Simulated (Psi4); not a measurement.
**One shape, several levels: triplet SeO2**

Wanted: a comparison of 4 runs (UHF/def2-TZVPP, UBLYP/def2-TZVPP, USVWN5/def2-TZVPP, UMP2/def2-TZVPP) of triplet SeO2. 

The results are computed with Psi4 1.11.

2 further runs of the same task are left out: 2 set aside as unsound or not needed.

## (1) The structure to begin with

SeO2 has 3 atoms, charge 0, and is taken as a triplet. SMILES of the parent species: `O=[Se]=O`. The shape is that of a PBE0-D4/def2-TZVP optimisation. That shape belongs to the parent species and isn't relaxed for this state.

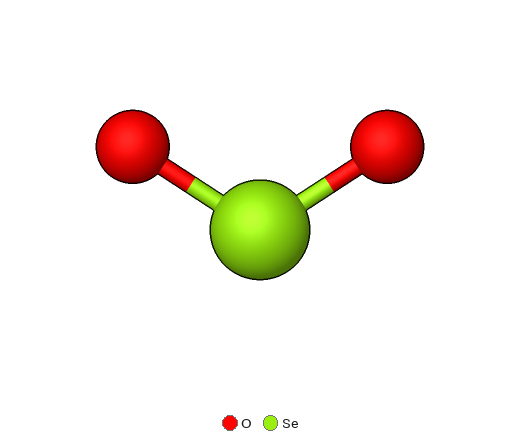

Viewed from a chosen angle; oxygen red, selenium green.

## (2) Energy and forces at UHF/def2-TZVPP (run 1)

run.py

```python
import psi4

psi4.set_memory(1600000000)
psi4.set_num_threads(1)
psi4.set_output_file('output.dat', False)

molecule = psi4.geometry("""
0 3
O      0.450000    -1.291360     0.094840
Se    -0.515880    -0.067700    -0.261270
O      0.065880     1.359070     0.166440
symmetry c1
no_reorient
no_com
""")

psi4.set_options({
    'basis': 'def2-TZVPP',
    'reference': 'uhf',
    'puream': True,
    'e_convergence': 1e-09,
    'd_convergence': 1e-08,
    'scf_type': 'pk',
    'maxiter': 100,
})

energy_value, wavefunction = psi4.gradient('hf', return_wfn=True)
psi4.oeprop(wavefunction, 'DIPOLE', 'LOWDIN_CHARGES', 'WIBERG_LOWDIN_INDICES')
print('gradient / Eh bohr^-1')
print(energy_value.np.round(6))
print(f'energy = {wavefunction.energy():.10f} Eh')
```

Launch:

```sh
python run.py
```

output.dat:

```text
[...]
  Running in c1 symmetry.
[...]
  Nuclear repulsion =  192.664803039660285
[...]
  Multiplicity = 3
[...]
  Nalpha       = 26
  Nbeta        = 24
[...]
    Number of basis functions: 110
[...]
   @UHF iter   1: -2549.09149126879038   -2.89477e+00   1.45633e-02 DIIS/ADIIS
[...]
   @UHF iter  21: -2549.47350745190306   -1.36424e-12   6.75781e-09 DIIS
[...]
   @S^2 Observed:                2.137641323E+00
[...]
    Orbital Energies [Eh]
    ---------------------
    Alpha Occupied:
       1A   -460.971980     2A    -60.770887     3A    -54.374622
       4A    -54.371974     5A    -54.369551     6A    -20.640312
       7A    -20.640297     8A     -9.042206     9A     -6.779189
      10A     -6.774912    11A     -6.767855    12A     -2.764970
      13A     -2.762894    14A     -2.762227    15A     -2.761631
      16A     -2.758683    17A     -1.459525    18A     -1.392886
      19A     -0.912864    20A     -0.705265    21A     -0.681243
      22A     -0.665538    23A     -0.605917    24A     -0.562146
      25A     -0.559503    26A     -0.388296
    Alpha Virtual:
[...]
  @UHF Final Energy: -2549.47350745190306
   => Energetics <=
    Nuclear Repulsion Energy =            192.6648030396602849
    One-Electron Energy =               -3931.7443447280616056
    Two-Electron Energy =                1189.6060342364980897
    Total Energy =                      -2549.4735074519030604
  UHF NO Occupations:
  HONO-2 :   24  A 1.9460688
  HONO-1 :   25  A 1.0000000
[...]
  -Total Gradient:
     Atom            X                  Y                   Z
    ------   -----------------  -----------------  -----------------
       1       -0.018143744526     0.028372776229    -0.006158602224
       2        0.027542633874     0.003621465131     0.013949953379
       3       -0.009398889426    -0.031994241355    -0.007791351144
[...]
 Multipole Moments:
 ------------------------------------------------------------------------------------
     Multipole            Electronic (a.u.)      Nuclear  (a.u.)        Total (a.u.)
 ------------------------------------------------------------------------------------
 L = 1.  Multiply by 2.5417464519 to convert [e a0] to [Debye]
 Dipole X            :         24.5931120          -25.3466698           -0.7535577
 Dipole Y            :          3.2272696           -3.3261447           -0.0988751
 Dipole Z            :         12.4551503          -12.8367962           -0.3816459
 Magnitude           :                                                    0.8504582
[...]
```

Standard output:

```text
gradient / Eh bohr^-1
[[-0.018144  0.028373 -0.006159]
 [ 0.027543  0.003621  0.01395 ]
 [-0.009399 -0.031994 -0.007791]]
energy = -2549.4735074519 Eh
```

Wall time 35 s (1 thread of Intel Xeon Platinum 8488C (Sapphire Rapids), shared host); peak memory 0.5 GiB.

## (3) The energy at UBLYP/def2-TZVPP (run 2)

input.inp

```
memory 1600 mb

molecule {
  0 3
  O
  Se 1 1.599088
  O 2 1.599079 1 113.79428
  symmetry c1
  no_reorient
  no_com
}

set {
  reference            uks
  puream               true
  e_convergence        1e-09
  d_convergence        1e-08
  scf_type             pk
  dft_radial_points    99
  dft_spherical_points 590
  maxiter              100
}

e, wfn = energy("blyp/def2-TZVPP", return_wfn=True)
oeprop(wfn, "DIPOLE", "MAYER_INDICES", "QUADRUPOLE", title="BLYP")
```

Launch:

```sh
psi4 input.inp input.out -n 1
```

input.out:

```text
[...]
  Running in c1 symmetry.
[...]
  Nuclear repulsion =  192.664791919719107
[...]
  Multiplicity = 3
[...]
  Nalpha       = 26
  Nbeta        = 24
[...]
    Number of basis functions: 110
[...]
   @UKS iter   1: -2551.25513420853395   -1.60362e+00   1.94199e-02 ADIIS/DIIS
[...]
   @UKS iter  13: -2551.95759329049224   -3.63798e-12   6.91473e-09 DIIS
[...]
   @S^2 Observed:                2.007003709E+00
[...]
    Orbital Energies [Eh]
    ---------------------
    Alpha Occupied:
       1A   -452.342985     2A    -57.542225     3A    -51.701635
       4A    -51.701589     5A    -51.700819     6A    -18.834675
       7A    -18.834655     8A     -7.648118     9A     -5.641868
      10A     -5.640346    11A     -5.635875    12A     -2.087748
      13A     -2.086323    14A     -2.081510    15A     -2.080822
      16A     -2.080747    17A     -1.000357    18A     -0.930613
      19A     -0.598585    20A     -0.434174    21A     -0.409207
      22A     -0.406052    23A     -0.324565    24A     -0.317930
      25A     -0.312925    26A     -0.184801
    Alpha Virtual:
[...]
  @UKS Final Energy: -2551.95759329049224
   => Energetics <=
    Nuclear Repulsion Energy =            192.6647919197191072
    One-Electron Energy =               -3931.3432892712116882
    Two-Electron Energy =                1291.0732062051297362
    DFT Exchange-Correlation Energy =    -104.3523021441294389
    Empirical Dispersion Energy =           0.0000000000000000
    VV10 Nonlocal Energy =                  0.0000000000000000
    Total Energy =                      -2551.9575932904922411
[...]
 Multipole Moments:
 ------------------------------------------------------------------------------------
     Multipole            Electronic (a.u.)      Nuclear  (a.u.)        Total (a.u.)
 ------------------------------------------------------------------------------------
 L = 1.  Multiply by 2.5417464519 to convert [e a0] to [Debye]
 Dipole X            :         -2.9688406            2.3597260           -0.6091145
 Dipole Y            :         -1.9355865            1.5384684           -0.3971181
 Dipole Z            :         -0.0000000            0.0000000           -0.0000000
 Magnitude           :                                                    0.7271336
 L = 2.  Multiply by 1.3450342976 to convert [e a0^2] to [Debye ang]
 Quadrupole XX       :        -72.7927119           51.4860294          -21.3066825
 Quadrupole XY       :         35.2386634          -33.2749531            1.9637102
[...]
```

It took 32 s on 1 thread of Intel Xeon Platinum 8488C (Sapphire Rapids), shared host; peak memory 0.55 GiB.

Run 3 isn't shown in full; the table further down has it.

## (4) The energy at UMP2/def2-TZVPP (run 4)

input.inp

```
memory 1.6 GB

molecule system {
  0 3
  O
  Se 1 r2
  O 2 r3 1 a3

  r2 = 1.599088
  r3 = 1.599079
  a3 = 113.79428
  units angstrom
  symmetry c1
}

set basis def2-TZVPP
set reference uhf
set puream true
set e_convergence 1e-09
set d_convergence 1e-08
set scf_type pk
set num_frozen_docc 11
set mp2_type conv
set maxiter 100

E = energy('mp2')
print_variables()
```

Launch:

```sh
psi4 -n 1 input.inp input.out
```

input.out:

```text
[...]
  Running in c1 symmetry.
[...]
  Nuclear repulsion =  192.664791919719107
[...]
  Multiplicity = 3
[...]
  Nalpha       = 26
  Nbeta        = 24
[...]
    Number of basis functions: 110
[...]
   @UHF iter   1: -2549.09149129815296   -2.89477e+00   1.45633e-02 DIIS/ADIIS
[...]
   @UHF iter  21: -2549.47350746338634   -2.27374e-12   6.77019e-09 DIIS
[...]
   @S^2 Observed:                2.137641389E+00
[...]
    Orbital Energies [Eh]
    ---------------------
    Alpha Occupied:
       1A   -460.971980     2A    -60.770887     3A    -54.374622
       4A    -54.371974     5A    -54.369551     6A    -20.640312
       7A    -20.640297     8A     -9.042206     9A     -6.779189
      10A     -6.774912    11A     -6.767855    12A     -2.764970
      13A     -2.762894    14A     -2.762227    15A     -2.761631
      16A     -2.758683    17A     -1.459525    18A     -1.392886
      19A     -0.912864    20A     -0.705265    21A     -0.681243
      22A     -0.665538    23A     -0.605917    24A     -0.562146
      25A     -0.559503    26A     -0.388296
    Alpha Virtual:
[...]
  @UHF Final Energy: -2549.47350746338634
   => Energetics <=
    Nuclear Repulsion Energy =            192.6647919197191072
    One-Electron Energy =               -3931.7443225430815801
    Two-Electron Energy =                1189.6060231599763028
    Total Energy =                      -2549.4735074633863405
  UHF NO Occupations:
  HONO-2 :   24  A 1.9460688
  HONO-1 :   25  A 1.0000000
[...]
 Multipole Moments:
 ------------------------------------------------------------------------------------
     Multipole            Electronic (a.u.)      Nuclear  (a.u.)        Total (a.u.)
 ------------------------------------------------------------------------------------
 L = 1.  Multiply by 2.5417464519 to convert [e a0] to [Debye]
 Dipole X            :         -3.0721346            2.3597260           -0.7124085
 Dipole Y            :         -2.0029610            1.5384684           -0.4644925
 Dipole Z            :         -0.0000000            0.0000000           -0.0000000
 Magnitude           :                                                    0.8504583
[...]
	SCS-MP2 Total Energy (a.u.)        : -2550.14653381301468
	SOS-MP2 Total Energy (a.u.)        : -2550.07677542657530
	SCSN-MP2 Total Energy (a.u.)       : -2549.84183174378586
[...]
	SOS-PI-MP2 Total Energy (a.u.)     : -2550.17732008710709
[...]
	MP2 Total Energy (a.u.)            : -2550.18550592536212
[...]
```

Run time: 23 s. Hardware: 1 thread of Intel Xeon Platinum 8488C (Sapphire Rapids), shared host; peak memory 0.8 GiB.

## (5) All runs side by side

```tsv
run	level	task	integration grid	energy (Eh)	dipole moment (D)	HOMO energy (eV)	⟨S²⟩	wall time
1	UHF/def2-TZVPP	gradient	–	-2549.473507	2.16	-10.57	2.138	35 s
2	UBLYP/def2-TZVPP	energy	99 radial × 590 angular	-2551.957593	1.85	-5.03	2.007	32 s
3	USVWN5/def2-TZVPP	gradient	99 radial × 590 angular	-2547.467194	1.85	-5.28	2.004	36 s
4	UMP2/def2-TZVPP	energy	–	-2550.185506	–	-10.57	2.138	23 s
```

## (6) Outcome

```
                                                         quantity           value
                                              run 4: total energy  -2550.18551 Eh
run 4: HOMO energy (Hartree–Fock orbitals) (highest over α and β)       -10.57 eV
 run 4: LUMO energy (Hartree–Fock orbitals) (lowest over α and β)        -1.56 eV
              run 4: correlation energy (11 core orbitals frozen)      -712.0 mEh
                         run 4: ⟨S²⟩ of the reference determinant           2.138
```

Over runs 1, 2, 3 the dipole moment (its size) runs from 1.85 D (USVWN5/def2-TZVPP) to 2.16 D (UHF/def2-TZVPP). Totals of different functionals can't be ranked against each other. Spin contamination of the reference: run 1 ⟨S²⟩ = 2.14, run 4 ⟨S²⟩ = 2.14. All runs together took 2.1 min, the longest 36 s.
